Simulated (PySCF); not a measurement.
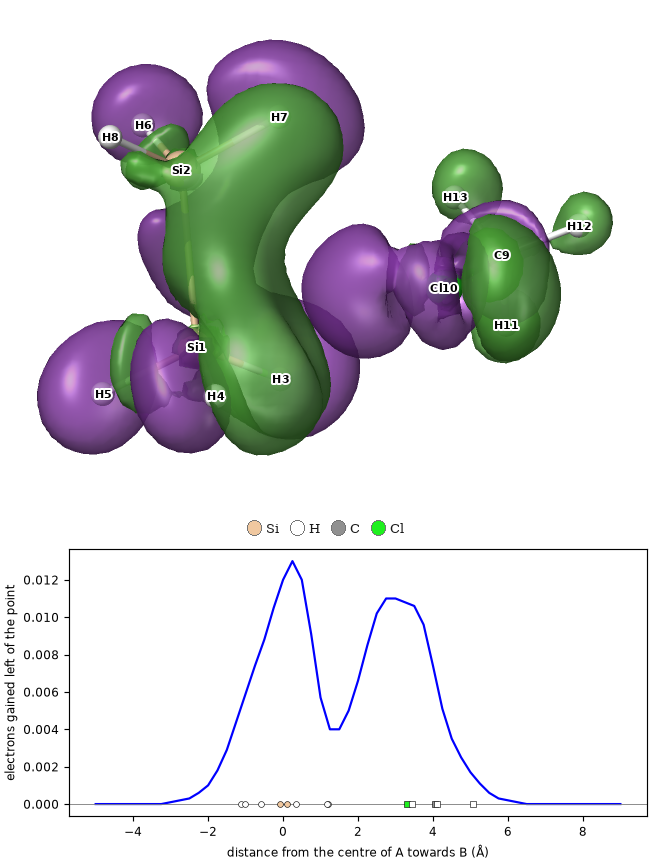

CH₉ClSi₂, SMILES `[SiH3][SiH3].CCl`. Density of the complex less the densities of the two fragments at the same geometry, ±0.0008 e/Å³ (purple: gain, green: loss). Fragment A: Si2H6 (atoms 1–8); fragment B: H3CCl. Below: the charge-displacement curve along the line of centres (A on the left).

Method: TPSS/aug-cc-pVDZ; geometry: GFN2-xTB; program: PySCF. GFN2-xTB bond lengths at metals and heavier atoms can be off by up to 0.1 Å and shapes distorted, which carries into these values.

The calculation's input:

```python
import numpy as np
from pyscf import gto, scf, dft
from pyscf.scf import atom_ks, atom_hf
from scipy.linalg import block_diag
from pyscf.dispersion import dftd3

def solve(mol, dm0=None, hcore=None):
    mf = (dft.UKS if mol.spin else dft.RKS)(mol, xc='tpss')
    mf.grids.level = 3
    mf = mf.density_fit(auxbasis='def2-universal-jkfit')
    mf.conv_tol, mf.max_cycle = 1e-8, 80
    if hcore is not None:
        mf.get_hcore = lambda *args: hcore
    mf.kernel(dm0)
    if not mf.converged:
        mf = mf.newton().run(mf.mo_coeff, mf.mo_occ, max_cycle=30)
    assert mf.converged, 'SCF not converged'
    return mf

mol = gto.M(atom='''
Si    -1.40415    -1.18505    -0.15755
Si    -1.78923     1.07413     0.08651
H     -0.49084    -1.48226    -1.26760
H     -0.84169    -1.81392     1.03756
H     -2.64358    -1.90940    -0.46200
H     -2.59144     1.61643    -1.01616
H     -0.56827     1.88588     0.10952
H     -2.51444     1.39324     1.31836
C      2.32443     0.39484    -0.99932
Cl     1.95455    -0.11668     0.66022
H      2.33391    -0.48663    -1.63273
H      3.29734     0.87650    -0.99945
H      1.55243     1.08743    -1.32070
''', basis='aug-cc-pvdz', charge=0, spin=0, verbose=4)
mol_a = gto.M(atom='''
Si    -1.40415    -1.18505    -0.15755
Si    -1.78923     1.07413     0.08651
H     -0.49084    -1.48226    -1.26760
H     -0.84169    -1.81392     1.03756
H     -2.64358    -1.90940    -0.46200
H     -2.59144     1.61643    -1.01616
H     -0.56827     1.88588     0.10952
H     -2.51444     1.39324     1.31836
ghost-C      2.32443     0.39484    -0.99932
ghost-Cl     1.95455    -0.11668     0.66022
ghost-H      2.33391    -0.48663    -1.63273
ghost-H      3.29734     0.87650    -0.99945
ghost-H      1.55243     1.08743    -1.32070
''', basis='aug-cc-pvdz', charge=0, spin=0, verbose=4)
mol_b = gto.M(atom='''
ghost-Si    -1.40415    -1.18505    -0.15755
ghost-Si    -1.78923     1.07413     0.08651
ghost-H     -0.49084    -1.48226    -1.26760
ghost-H     -0.84169    -1.81392     1.03756
ghost-H     -2.64358    -1.90940    -0.46200
ghost-H     -2.59144     1.61643    -1.01616
ghost-H     -0.56827     1.88588     0.10952
ghost-H     -2.51444     1.39324     1.31836
C      2.32443     0.39484    -0.99932
Cl     1.95455    -0.11668     0.66022
H      2.33391    -0.48663    -1.63273
H      3.29734     0.87650    -0.99945
H      1.55243     1.08743    -1.32070
''', basis='aug-cc-pvdz', charge=0, spin=0, verbose=4)
ab, a, b = solve(mol), solve(mol_a), solve(mol_b)
e_int = ab.e_tot - a.e_tot - b.e_tot
print('counterpoise-corrected interaction energy / kcal/mol', e_int * 627.5095)
def disp(atoms, charge):
    m = gto.M(atom=atoms, charge=charge, basis='sto-3g', spin=None, unit='Bohr', verbose=0)
    return dftd3.DFTD3Dispersion(m, xc='tpss', version='d3bj').get_dispersion()['energy']
e_disp = disp(mol._atom, mol.charge) - disp(mol._atom[:8], mol_a.charge) - disp(mol._atom[8:], mol_b.charge)
print('D3(BJ) part / kcal/mol', e_disp * 627.5095)
# spherically averaged free atoms, for the promolecule
atm = atom_ks.get_atm_nrks(mol, xc='tpss')
pro = block_diag(*[(atm[a[0]][2] * atm[a[0]][3]) @ atm[a[0]][2].T for a in mol._atom])
np.savez('result.npz', e_int=e_int, e_disp=e_disp, dm_a=a.make_rdm1(), dm_b=b.make_rdm1(), c=ab.mo_coeff, occ=ab.mo_occ, eps=ab.mo_energy, pro=pro, d=[f.dip_moment(verbose=0) for f in (ab, a, b)])
```

Command:

```sh
OMP_NUM_THREADS=1 python input.py
```

The run took 4.4 min on 1 thread of Intel(R) Xeon(R) Processor @ 2.50GHz (Skylake/Cascade Lake) (shared host), peak memory 0.74 GiB.

Partitions, critical points and surface values were worked out afterwards from this run's density.

### Which way does charge flow?

Hirshfeld charges show 0.007 e passing from B to A. 0.05 e is displaced in all, which induces a dipole of 0.38 D.

### What is the interaction energy, and which contacts carry it?

The counterpoise-corrected interaction energy of the frozen fragments is +0.4 kcal/mol without dispersion correction and −2.3 kcal/mol with D3(BJ). The pair geometry is semi-empirical, not a minimum at this level. Contacts: Si1···Cl10, 3.62 Å, ρ = 0.006 a.u.; H7···Cl10, 3.27 Å, ρ = 0.005 a.u., a bond path close to vanishing (ellipticity 3.5). The pose is a local one from a semi-empirical search, not shown to be the most stable.
